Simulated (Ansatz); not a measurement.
# ClGaHO (SMILES [OH][Ga][Cl]) (doublet): what the fields show

```xyz
4

O     1.2012   -0.3278   -0.3417
Ga   -0.4246   -0.9191    0.1229
Cl   -1.9651    0.5525    0.5552
H     1.2441    0.6343   -0.3568
```

Geometry: PBE0-D4/def2-TZVP.

Computed with Ansatz 0.2.0, UKS PBE0-D4/def2-TZVPP.

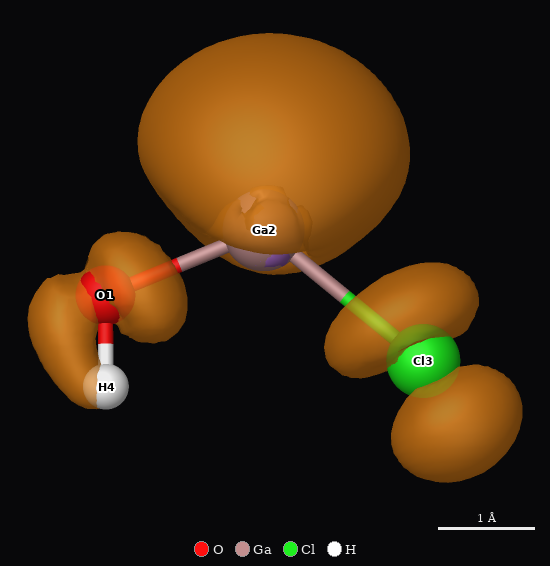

Figure 1. Isosurfaces of the spin density (α minus β) at +0.015 (orange) and −0.015 e/Å³ (purple), seen across its widest extent.

Where is the unpaired spin?

The unpaired spin (1 electron) lies mostly on Ga2 (about 0.8), Cl3 (about 0.1) and O1 (about 0.1), in electrons by Hirshfeld's partition.

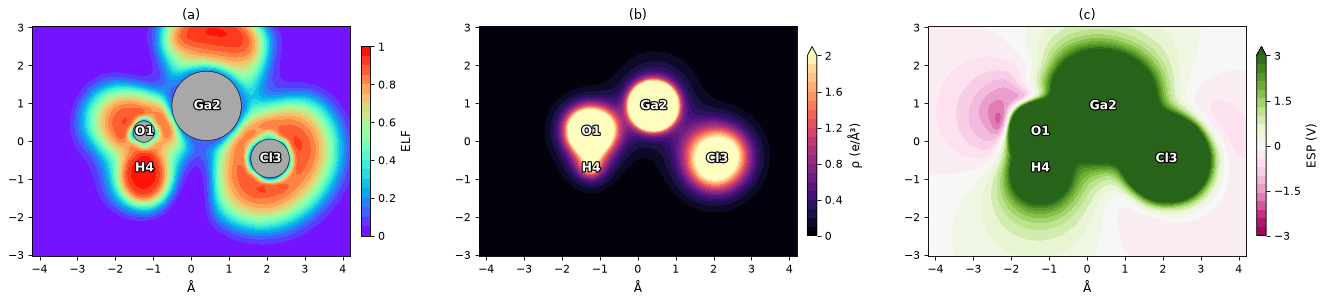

Figure 2. (a) ELF; (b) total electron density; (c) molecular electrostatic potential on the molecular plane. Grey discs cover the atomic cores in the ELF map.

Read the bonding off the picture.

The plane passes through O, Ga, Cl and H nuclei. Ga–O (1.79 Å): ρ is about 0.91 e/Å³ halfway; the ELF peaks at about 0.85 in the valence shell of O, 0.6 Å from its nucleus, and is about 0.25 at the midpoint. Ga–Cl (2.17 Å): the density is about 0.68 e/Å³ at the midpoint; the ELF peaks at about 0.80 in the valence shell of Cl, 0.8 Å from its nucleus, and is about 0.55 at the midpoint. O–H (0.96 Å): ρ at the midpoint is about 3.8 e/Å³; the ELF climbs to about 1 towards the hydrogen, as it does in any bond to H (a covalent bond by its length). The ELF also peaks beside Cl3 and O1, away from the bonds: non-bonding electrons, paired or unpaired. Outside the dense part of the molecule the potential is most negative (−1.9 V) near O1.

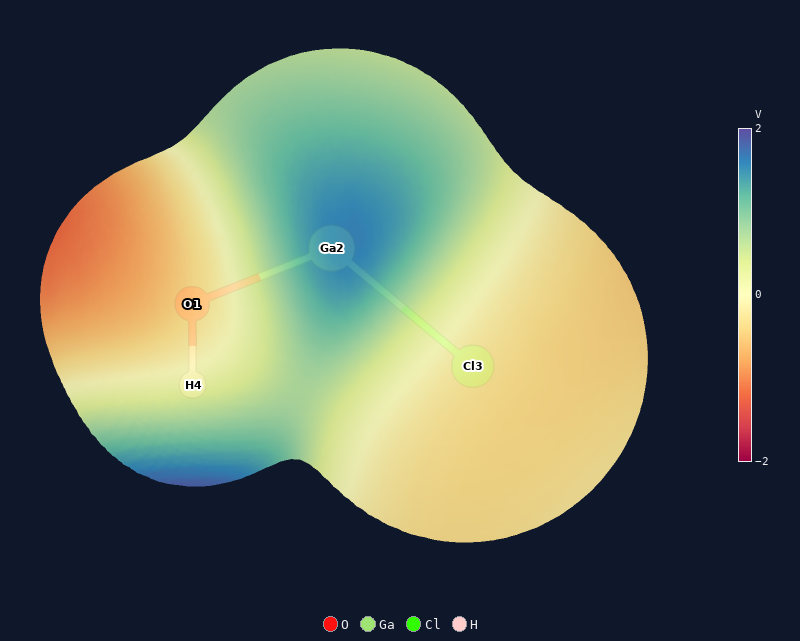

Figure 3. The molecular electrostatic potential painted on the density surface at 0.001 e/bohr³, seen across its widest extent; red is negative and blue positive.

Describe the electrostatic potential map.

The most negative region (about −1.2 V, or −28 kcal/mol for a unit charge) lies over O1, the most positive (about +1.8 V, or +42 kcal/mol for a unit charge) over H4. O1 is the likeliest acceptor of a hydrogen bond.
